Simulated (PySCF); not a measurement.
```yaml
atoms:
  - { symbol: C, position_ang: [-1.3279, 1.2707, 0.8264] }
  - { symbol: C, position_ang: [-0.9091, 0.0998, 0.3908] }
  - { symbol: S, position_ang: [-1.9593, -1.4095, 0.3680] }
  - { symbol: O, position_ang: [-3.3095, -0.9913, 0.7387] }
  - { symbol: C, position_ang: [0.4078, -0.4548, -0.0137] }
  - { symbol: O, position_ang: [0.4233, -1.6880, -0.1466] }
  - { symbol: C, position_ang: [1.4526, 0.4265, -0.2877] }
  - { symbol: C, position_ang: [2.6442, -0.1169, -0.8307] }
  - { symbol: O, position_ang: [3.6417, 0.4983, -1.1384] }
  - { symbol: H, position_ang: [-0.7151, 2.1547, 0.8704] }
  - { symbol: H, position_ang: [-2.3500, 1.3654, 1.1622] }
  - { symbol: H, position_ang: [-1.9767, -1.4137, -1.0429] }
  - { symbol: H, position_ang: [1.3834, 1.4838, -0.1032] }
  - { symbol: H, position_ang: [2.5938, -1.2255, -0.8951] }
```

Geometry: GFN2-xTB.

Method: UKS B3LYP, pcH-1 on C H O S, non-relativistic, mean-field spin-orbit, GIAO (PySCF 2.14.0, density-fitted response routines).

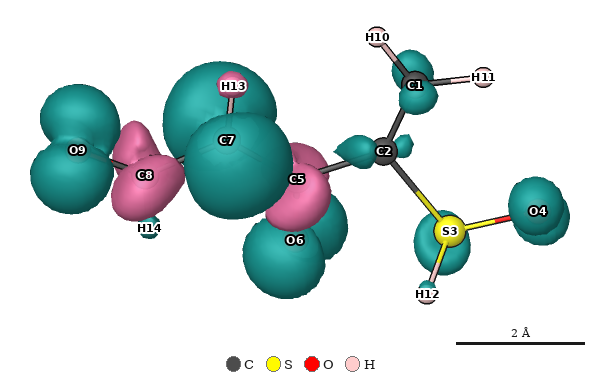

C$_{5}$H$_{5}$O$_{3}$S (SMILES C=C([SH]=O)C(=O)[CH]C=O) (doublet). Isosurfaces of the spin density (α minus β) at +0.02 (teal) and −0.02 e/Å³ (pink), seen at a tilt.

Where is the unpaired spin?

Answer. The unpaired spin (1 electron) lies mostly on C7 (about 0.4), O9 (about 0.2) and O6 (about 0.2), in electrons by Hirshfeld's partition.
